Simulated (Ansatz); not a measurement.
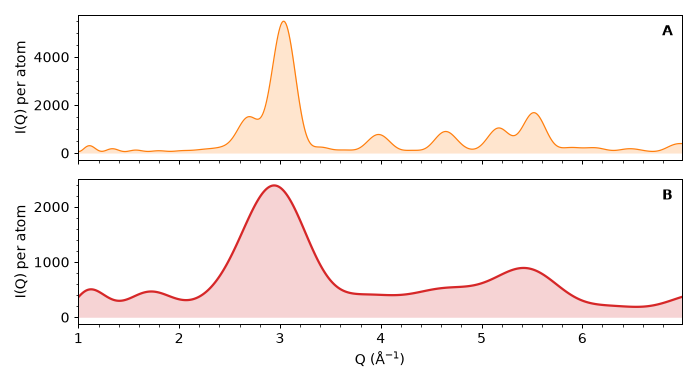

X-ray scattering of spheres cut from the crystal structure of Ru (P6_3/mmc, a = 2.702 Å, b = 2.702 Å, c = 4.267 Å, α = 90.00°, β = 90.00°, γ = 120.00°), calculated atom by atom with the Debye equation (B = 0.5 Å², no relaxation of the surface). It is based on coordinates from a relaxation at fixed volume with DFT r2SCAN, scalar-relativistic, plane waves, PAW in Ansatz 0.2.0.

### The spheres are 10 and 28 Å across. Which curve is which?

curve A: 28 Å (847 atoms); curve B: 10 Å (39 atoms). Peak widths go roughly as 2π/D, so the largest sphere has the sharpest peaks.

### Index the main peaks of the largest sphere.

Q ≈ 3.04 Å⁻¹: 101; Q ≈ 3.98 Å⁻¹: 102; Q ≈ 4.64 Å⁻¹: 110; Q ≈ 5.17 Å⁻¹: 103; Q ≈ 5.52 Å⁻¹: 112 + 201.
